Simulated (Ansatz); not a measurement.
# Ligand exchange: CH4S + Ga(SH)3 → CH4S2 + GaH(SH)2

Gas-phase species: CH4S (methanethiol) `CS`, singlet; Ga(SH)3, singlet; CH4S2 (methyl hydrodisulfide) `CSS`, singlet; GaH(SH)2, singlet. The partners trade H for SH: S–H and Ga–SH bonds give way to S–SH and Ga–H.

Shapes, held fixed at every level: PBE0-D4/def2-TZVP. Flexible molecules stand in one conformer, not always the lowest. Programs: Ansatz 0.2.0. The zero-point and thermal change to 298 K, harmonic and unscaled (PBE0-D4/def2-TZVP), is -3.8 kJ/mol.

| level | kind | ΔH(298 K) (kJ/mol) | less CCSD(T)/def2-TZVPP |
| --- | --- | --- | --- |
| HF/def2-SVP | Hartree–Fock | +133.0 | +15.3 |
| PBE-D4/def2-TZVPP | GGA | +98.2 | -19.5 |
| PBE0-D4/def2-TZVPP | global hybrid | +106.0 | -11.7 |
| B2PLYP/def2-TZVPP | double hybrid | +109.9 | -7.8 |
| MP2/def2-TZVPP | perturbation theory | +120.4 | +2.7 |
| CCSD/def2-TZVPP | coupled cluster or CI | +118.8 | +1.1 |
| CCSD(T)/def2-TZVPP | coupled cluster or CI | +117.7 | 0.0 |

The highest level, CCSD(T)/def2-TZVPP, gives ΔH(298 K) = +117.7 kJ/mol; the levels span +98.2 to +133.0. The column of differences is taken from that level and isn't an error. No measured value is set beside it here. Relativity is left out for Ga. Outer-core shells of Ga are correlated, in sets that cover them unevenly.

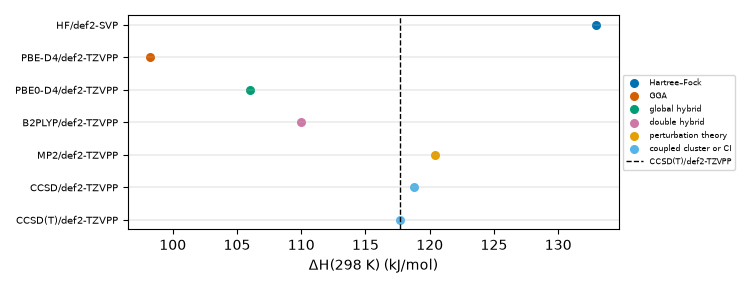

The values of the table, level by level.
